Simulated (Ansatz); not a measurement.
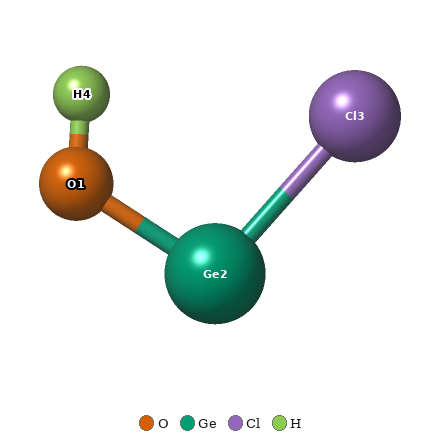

The system is ClGeHO, SMILES [OH][Ge][Cl]; the picture shows the reference structure. First axis: bond length O1–Ge2. Second axis: bond length Ge2–Cl3. Nothing is relaxed (all other coordinates rigid). The grid has 15 × 15 points. Points are written as (first, second). Energies are in kJ/mol, from the lowest grid point. The reference is spin-restricted, which grows unreliable where a bond is stretched far. Theory: RHF/def2-TZVP (Ansatz 0.2.0).

Its coordinates:

```yaml
atoms:
  - { symbol: O, position_ang: [-0.8360, 0.5634, -0.4644] }
  - { symbol: Ge, position_ang: [-0.6043, -0.6171, 0.7989] }
  - { symbol: Cl, position_ang: [1.5909, -0.8737, 0.6084] }
  - { symbol: H, position_ang: [-0.0950, 0.8673, -0.9631] }
```

Range: bond length O1–Ge2 from 1.465 to 2.268 Å; bond length Ge2–Cl3 from 1.819 to 3.328 Å.

What landscape does the calculation give?

The lowest grid point is at (1.752 Å, 2.250 Å). It is the only kind of minimum in the scanned range. The highest grid point, (2.268 Å, 3.328 Å), lies 444 kJ/mol above the lowest. Round the minimum the two coordinates are weakly coupled (coupling 0.10 in units of the two stiffnesses).

```tsv
bond length Ge2–Cl3 ↓, bond length O1–Ge2 →	1.465	1.523	1.580	1.637	1.695	1.752	1.809	1.866	1.924	1.981	2.038	2.096	2.153	2.210	2.268
3.328	370	293	246	221	213	216	228	247	270	296	324	354	384	414	444
3.220	350	273	226	200	191	194	206	224	247	273	301	330	359	389	419
3.112	329	251	204	178	168	171	182	200	223	248	276	305	334	363	392
3.004	308	230	181	155	145	147	158	175	198	222	249	278	307	336	365
2.897	286	207	159	132	121	123	133	150	171	196	222	250	279	307	336
2.789	265	185	135	108	96	97	107	123	144	168	194	222	250	278	306
2.681	243	163	112	84	72	72	81	97	117	141	166	193	221	248	276
2.573	224	142	91	62	49	48	56	71	91	114	139	165	192	219	246
2.466	207	124	72	42	28	27	34	48	67	89	113	139	165	192	219
2.358	195	111	58	27	12	9	16	29	48	69	92	117	143	168	194
2.250	192	107	52	20	3	0	6	18	35	56	78	102	127	152	177
2.142	203	115	59	25	8	3	8	19	35	55	76	100	124	148	172
2.035	234	145	87	52	33	27	30	40	55	73	94	116	139	163	186
1.927	299	208	148	110	90	82	84	92	106	123	143	164	186	208	231
1.819	415	321	259	219	196	187	187	194	206	222	240	260	281	302	324
```

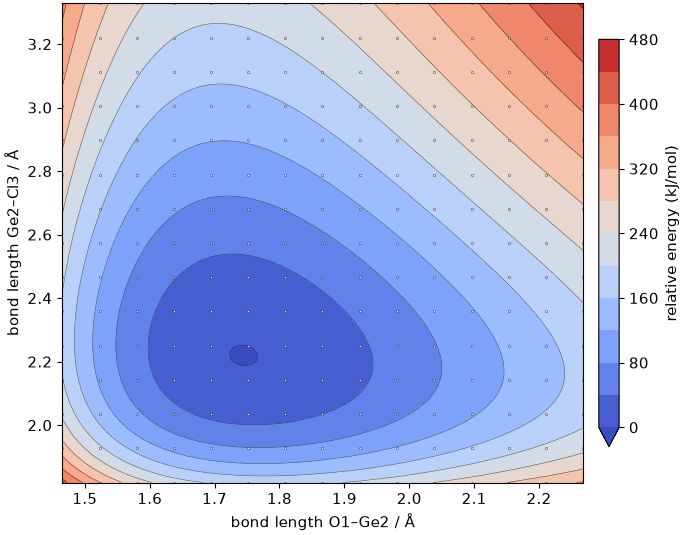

In the figure: filled contours, dots at the grid points. Between grid points the surface is interpolated.

Each point was launched as `ansatz run input.yaml --threads 1 --pin off --max-ram 2560MiB --backend cpu --events-out ev --progress --plain --runs-dir out`. Time for the 225 points that were run: 16 min on 1 thread of Arm Neoverse N1, on a shared host.
